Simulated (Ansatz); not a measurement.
Bond stretch in SMILES S=C=S. The C1–S3 bond (C1 also carries S; S3 carries nothing else) is stretched with both fragments frozen at the PBE0/def2-TZVP optimised geometry.

RKS-PBE0 = restricted PBE0/cc-pVTZ (Ansatz, a program for electronic structure); RKS-B3LYP = restricted B3LYP/cc-pVTZ (Ansatz); RKS-PBE = restricted PBE/cc-pVTZ in Ansatz; RCCSD(T) = CCSD(T) on RHF/cc-pVTZ, frozen core (Ansatz); UKS-PBE0 = unrestricted PBE0/cc-pVTZ run with Ansatz; UKS-PBE = unrestricted PBE/cc-pVTZ (Ansatz); UKS-B3LYP = unrestricted B3LYP/cc-pVTZ run with Ansatz; UCCSD(T) = CCSD(T) on UHF/cc-pVTZ, frozen core in Ansatz.

Cost and agreement with UCCSD(T) over the 21 points of the scan, with UCCSD(T) as yardstick. Costs are rough ratios of core time within Ansatz on shared cores, each with its mean field (Kohn-Sham runs search longer for lower solutions than correlated ones do); the miss is the largest difference from UCCSD(T) of the curve after the mean shift, in kcal/mol.

### Question
Which of them comes closest to UCCSD(T) within 7 times the cost of the cheapest?

### Answer
RCCSD(T), 15.6 kcal/mol off at most.

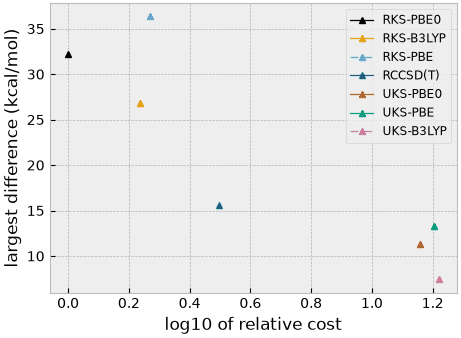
Miss against cost, one point a level.

```tsv
level	relative cost	largest difference
RKS-PBE0	1	32.2
RKS-B3LYP	2	26.8
RKS-PBE	2	36.3
RCCSD(T)	3	15.6
UKS-PBE0	10	11.3
UKS-PBE	20	13.3
UKS-B3LYP	20	7.4
```

Costs within a factor of two of each other count as equal.

The restricted form behind RKS-PBE0, RKS-B3LYP, RKS-PBE keeps the bonding electrons paired and can't separate into open-shell fragments. The unrestricted determinant behind UKS-PBE0, UKS-B3LYP, UCCSD(T) is spin-contaminated at 2.35 to 5.45 Å (<S²> up to 1.0, against 0.00 for a pure singlet). The unrestricted determinant behind UKS-PBE is spin-contaminated at 2.55 to 5.45 Å (<S²> up to 1.0, against 0.00 for a pure singlet).
